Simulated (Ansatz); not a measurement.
**BHO (singlet): one geometry, many settings at scale of all distances = 1.000**

What do other methods and options give for BHO (singlet) at this geometry, and how long do they take?

Computed with Ansatz 0.2.0, Gaussian basis. Level: the settings change from run to run.

12 further runs of the same task are left out: 10 that didn't finish, 2 set aside as unsound or not needed.

### Step 1. The geometry

The geometry derives from a PBE0/def2-TZVP stationary point (not a proven minimum). All distances are scaled together.

3 atoms, charge 0, spin multiplicity 1.

Atoms are counted from 1 here; the program's logs count them from 0.

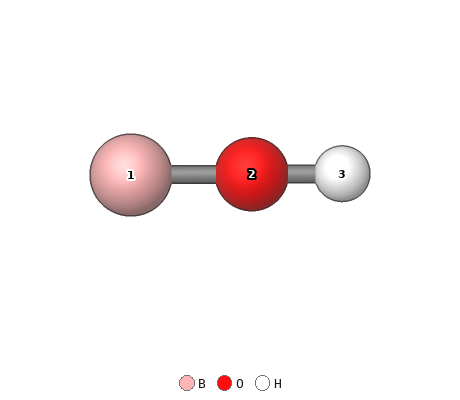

The structure; boron pink, oxygen red, hydrogen white; atoms are numbered from 1 in the order of the file.

### Step 2. BCCD on UHF/6-31++G**

in.yaml reads:

```yaml
crystal:
  periodic: [false, false, false]
  atoms:
    - {symbol: B, position_ang: [0.000000, 0.000000, 1.165459]}
    - {symbol: O, position_ang: [0.000000, 0.000000, -0.106612]}
    - {symbol: H, position_ang: [0.000000, 0.000000, -1.058847]}
basis:
  gaussian: {orbitals: "6-31++G**"}
magnetization: {spin_polarized: true, initial_magnetization: 0}
correlation: {method: bccd, electrons: outside_noble_gas}
output: {forces: true}
```

Started as:

```console
> ansatz run in.yaml --threads 1 --pin off --events-out ev --progress --plain --max-ram 2393MiB
```

Output, cut to the lines that bear on the results:

```text
Functional definition: HF
  name "HF"
  cite "Fock, Z. Phys. 61, 126 (1930) doi:10.1007/BF01340294"
  parent pbe
[...]
387 factors; integrals over basis functions are off by at most 9.9e-4 eV
[...]
mean field -2723.91676458 eV, -100.1020947614 hartree, gradient 1.4e-6 eV, S^2 0.000000; 2 other end points of the search recorded, 0 dependent functions left out
2 core orbitals not correlated: weight in the atoms' cores, before any rotation towards them, 1.000 or more for the frozen orbitals, at most 0.000 for the correlated occupied ones
reference -2723.91676458 eV, -100.1020947614 hartree; 5, 5 occupied and 37, 37 virtual orbitals, 387 factors
second order -6.76819698 eV of doubles, -0.00000000 eV of singles
cycle   1  -6.91188652 eV  change   -1.4e-1 eV  update   8.1e-2
[...]
cycle  13  -7.20608772 eV  change    1.6e-7 eV  update   2.2e-7
[...]
Total energy: -2731.12285230 eV, -100.3669136006 hartree
Atom 0 at     0.000000     0.000000     1.165459 Å, force     0.000000    -0.000000     0.938584 eV/Å
Atom 1 at     0.000000     0.000000    -0.106612 Å, force     0.000000     0.000000    -0.937483 eV/Å
Atom 2 at     0.000000     0.000000    -1.058847 Å, force    -0.000000    -0.000000    -0.001100 eV/Å
Dipole moment:     0.000000    -0.000000    -0.764954 e Å
```

It took 3.5 s on 1 thread of Arm Neoverse V1, shared host.

From the report: ⟨S²⟩ of the determinant 0.000 (pure singlet: 0.00); correlation -7.2061 eV; largest double amplitude 0.10.

### Step 3. BCCD(T) on RHF/def2-SVPD

in.yaml reads:

```yaml
crystal:
  periodic: [false, false, false]
  atoms:
    - {symbol: B, position_ang: [0.000000, 0.000000, 1.165459]}
    - {symbol: O, position_ang: [0.000000, 0.000000, -0.106612]}
    - {symbol: H, position_ang: [0.000000, 0.000000, -1.058847]}
basis:
  gaussian: {orbitals: def2-SVPD}
magnetization: {spin_polarized: false}
hamiltonian: {pseudopotentials: {relativity: none}}
correlation: {method: bccd_t, electrons: all}
```

The command is unchanged.

Output, cut to the lines that bear on the results:

```text
Functional definition: HF
  name "HF"
  cite "Fock, Z. Phys. 61, 126 (1930) doi:10.1007/BF01340294"
  parent pbe
[...]
499 factors; integrals over basis functions are off by at most 9.8e-4 eV
[...]
mean field -2721.75169682 eV, -100.0225299887 hartree, gradient 6.4e-7 eV, S^2 0.000000; 0 other end points of the search recorded, 0 dependent functions left out
reference -2721.75169682 eV, -100.0225299887 hartree; 7, 7 occupied and 44, 44 virtual orbitals, 499 factors
second order -7.20471374 eV of doubles, -0.00000000 eV of singles
cycle   1  -7.34704460 eV  change   -1.4e-1 eV  update   8.2e-2
[...]
cycle  10  -7.64707570 eV  change    9.1e-6 eV  update   6.6e-6
perturbative correction -0.26391088 eV, -0.0096985460 hartree
Total energy: -2729.66268340 eV, -100.3132533832 hartree
```

It took 0.93 s on 1 thread of Arm Neoverse V1, shared host.

From the report: correlation -7.9110 eV; largest double amplitude 0.06.

### Step 4. BCCD(T) on RHF/6-31G

Changes to in.yaml since step 3:

```diff
@@ -7,5 +7,5 @@
 basis:
-  gaussian: {orbitals: def2-SVPD}
+  gaussian: {orbitals: 6-31G}
 magnetization: {spin_polarized: false}
-hamiltonian: {pseudopotentials: {relativity: none}}
-correlation: {method: bccd_t, electrons: all}
+correlation: {method: bccd_t, electrons: outside_noble_gas}
+accuracy: high
```

The command is unchanged.

Output, cut to the lines that bear on the results:

```text
Functional definition: HF
  name "HF"
  cite "Fock, Z. Phys. 61, 126 (1930) doi:10.1007/BF01340294"
  parent pbe
[...]
410 factors; integrals over basis functions are off by at most 2.1e-9 eV
[...]
mean field -2722.60550365 eV, -100.0539068107 hartree, gradient 1.6e-8 eV, S^2 0.000000; 0 other end points of the search recorded, 0 dependent functions left out
2 core orbitals not correlated: weight in the atoms' cores, before any rotation towards them, 1.000 or more for the frozen orbitals, at most 0.000 for the correlated occupied ones
reference -2722.60550365 eV, -100.0539068107 hartree; 5, 5 occupied and 13, 13 virtual orbitals, 410 factors
second order -4.42880266 eV of doubles, -0.00000000 eV of singles
cycle   1  -4.51092572 eV  change   -8.2e-2 eV  update   8.4e-2
[...]
cycle  20  -4.80824752 eV  change  -4.3e-10 eV  update  3.2e-10
perturbative correction -0.14423983 eV, -0.0053007159 hartree
Total energy: -2727.55799100 eV, -100.2359073639 hartree
```

Wall time 0.33 s (1 thread of Arm Neoverse V1, shared host).

From the report: correlation -4.9525 eV; largest double amplitude 0.12.

### Step 5. CISD/def2-SVP

in.yaml reads:

```yaml
crystal:
  periodic: [false, false, false]
  atoms:
    - {symbol: B, position_ang: [0.000000, 0.000000, 1.165459]}
    - {symbol: O, position_ang: [0.000000, 0.000000, -0.106612]}
    - {symbol: H, position_ang: [0.000000, 0.000000, -1.058847]}
basis:
  gaussian: {orbitals: def2-SVP}
correlation: {active_space: {ras: {orbitals: [5, 0, 26], electrons: 10, max_holes: 2, max_particles: 2}, fixed_orbitals: true}}
```

Launched as before.

Output:

```text
Functional definition: HF
  name "HF"
  cite "Fock, Z. Phys. 61, 126 (1930) doi:10.1007/BF01340294"
  parent pbe
  exchange = exact_x
  correlation = 0
329 factors; integrals over basis functions are off by at most 9.2e-4 eV
mean field evaluation 1: about -2720.1445 eV, gradient 2.7e1 eV
mean field evaluation 2: about -2720.1458 eV, gradient 2.7e1 eV
mean field evaluation 4: about -2721.5768 eV, gradient 1.9e0 eV
mean field evaluation 8: about -2721.5922 eV, gradient 7.1e-5 eV
mean field -2721.59215451 eV, -100.0166669169 hartree, gradient 2.4e-6 eV, S^2 0.000000; 0 other end points of the search recorded, 0 dependent functions left out
reference -2721.59215451 eV, -100.0166669169 hartree; 7, 7 occupied and 26, 26 virtual orbitals, 329 factors
state -2728.36143963 eV, -100.2654335568 hartree
Total energy: -2728.36143963 eV, -100.2654335568 hartree
```

Wall time 0.69 s (1 thread of Arm Neoverse V1, shared host).

From the report: 6,483 determinants.

### Step 6. CCSDT(Q)/B/6-31G

in.yaml reads:

```yaml
crystal:
  periodic: [false, false, false]
  atoms:
    - {symbol: B, position_ang: [0.000000, 0.000000, 1.165459]}
    - {symbol: O, position_ang: [0.000000, 0.000000, -0.106612]}
    - {symbol: H, position_ang: [0.000000, 0.000000, -1.058847]}
basis:
  gaussian: {orbitals: 6-31G}
magnetization: {spin_polarized: true, initial_magnetization: 0}
hamiltonian: {xc: {name: B3LYP}}
correlation: {method: ccsdt_q_b, electrons: all}
accuracy: high
scf: {lower_state_search: light}
output: {forces: true}
```

The command is unchanged.

Output, cut to the lines that bear on the results:

```text
Functional definition: B3LYP
  name "B3LYP"
  cite "Stephens, Devlin, Chabalowski & Frisch, J. Phys. Chem. 98, 11623 (1994) doi:10.1021/j100096a001"
  cite "Becke, Phys. Rev. A 38, 3098 (1988) doi:10.1103/PhysRevA.38.3098"
  cite "Lee, Yang & Parr, Phys. Rev. B 37, 785 (1988) doi:10.1103/PhysRevB.37.785"
  cite "Vosko, Wilk & Nusair, Can. J. Phys. 58, 1200 (1980) doi:10.1139/p80-159"
[...]
410 factors; integrals over basis functions are off by at most 2.1e-9 eV
[...]
mean field -2737.35810955 eV, -100.5960550781 hartree, gradient 1.1e-8 eV, S^2 0.000000; 0 other end points of the search recorded, 0 dependent functions left out
reference -2722.33895279 eV, -100.0441112473 hartree; 7, 7 occupied and 13, 13 virtual orbitals, 410 factors
second order -4.80245232 eV of doubles, -0.21069826 eV of singles
cycle   1  -4.81184158 eV  change    2.0e-1 eV  update   9.5e-2
[...]
cycle  21  -5.27871089 eV  change   5.0e-11 eV  update  2.2e-10
perturbative correction -0.01975549 eV, -0.0007260008 hartree
[...]
Total energy: -2727.63741916 eV, -100.2388262951 hartree
Atom 0 at     0.000000     0.000000     1.165459 Å, force     0.000000    -0.000000     2.685329 eV/Å
Atom 1 at     0.000000     0.000000    -0.106612 Å, force    -0.000000     0.000000    -2.247954 eV/Å
Atom 2 at     0.000000     0.000000    -1.058847 Å, force     0.000000    -0.000000    -0.437374 eV/Å
Dipole moment:     0.000000     0.000000    -0.758820 e Å
```

Run time: 52 s. Hardware: 1 thread of Arm Neoverse V1, shared host; peak memory 0.82 GiB.

From the report: ⟨S²⟩ of the determinant 0.000 (pure singlet: 0.00); correlation -5.2985 eV; T1 0.009; largest double amplitude 0.13. The orbitals are Kohn-Sham ones, so correlation energy and T1 don't compare with those on Hartree-Fock orbitals.

### Step 7. The runs in one table

Where basis and cores are those of an earlier FCI/6-31G run (-2727.5776 eV), and the state is the same kind, the miss against it is given.

```csv
level,correlated,functions,energy (eV),from FCI (meV),time
BCCD on UHF/6-31++G**,outside noble gas,44,-2731.1229,,3.5 s
BCCD(T) on RHF/def2-SVPD,all,51,-2729.6627,,0.93 s
BCCD(T) on RHF/6-31G,outside noble gas,20,-2727.5580,19.6,0.33 s
CISD/def2-SVP,valence,33,-2728.3614,,0.69 s
CCSDT(Q)/B/6-31G (on B3LYP orbitals),all,20,-2727.6374,,52 s
```

### Step 8. Results

```
quantity                                       value
    runs                                           5
quickest                BCCD(T) on RHF/6-31G, 0.33 s
 slowest  CCSDT(Q)/B/6-31G (on B3LYP orbitals), 52 s
```

What this shows: Total energies in different bases, with other cores or another treatment of relativity can't be set against each other. CCSDT(Q)/B/6-31G (on B3LYP orbitals) took 158 times as long as BCCD(T) on RHF/6-31G; the jobs differ in more than the method.
